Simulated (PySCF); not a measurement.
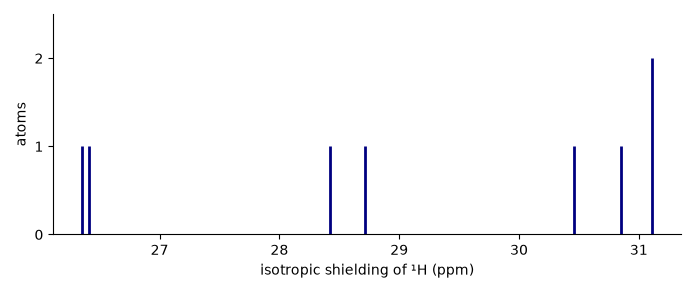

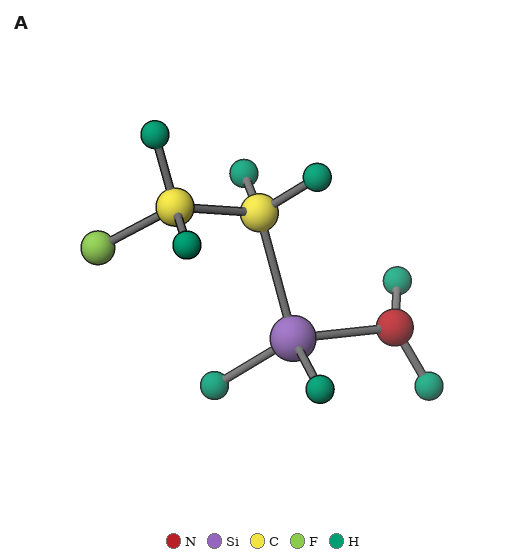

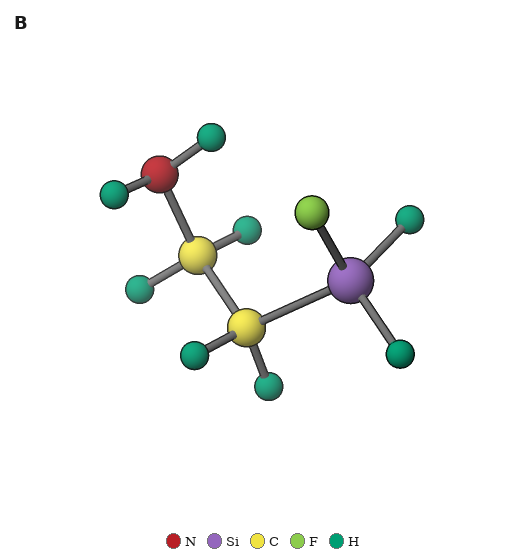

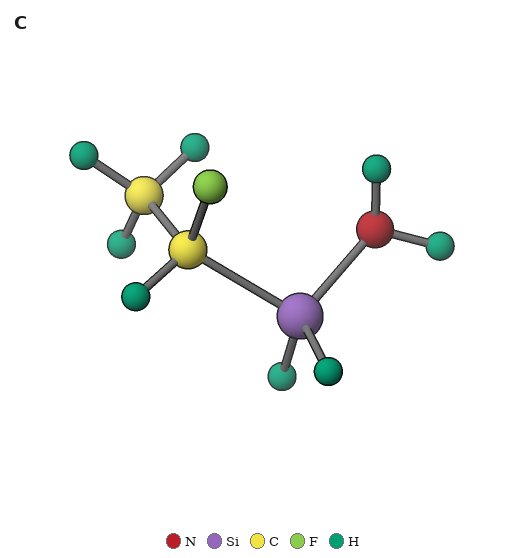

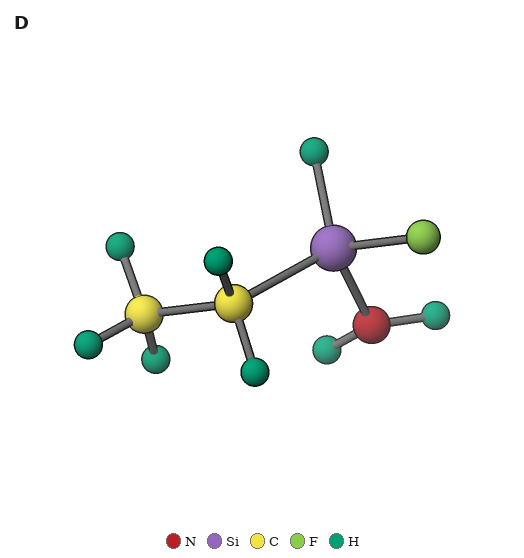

The sticks are computed shieldings of one of the molecules, for one fixed geometry (GFN2-xTB) without averaging over rotations. Low shielding means a high chemical shift. Method: GIAO PBE0/pcSseg-1 NMR shielding, non-relativistic, gas phase (PySCF 2.14.0).

> Which molecule gives this pattern?

B, `NCC[SiH2]F`. Its 8 H atoms give lines at 26.35, 26.41, 28.42, 28.72, 30.46, 30.85, 31.11 (2 atoms) ppm.

The geometry is semi-empirical. Around Si such bond lengths and angles can be off by a tenth of an ångström or more and by several degrees, and values that hang on the shape move with them.
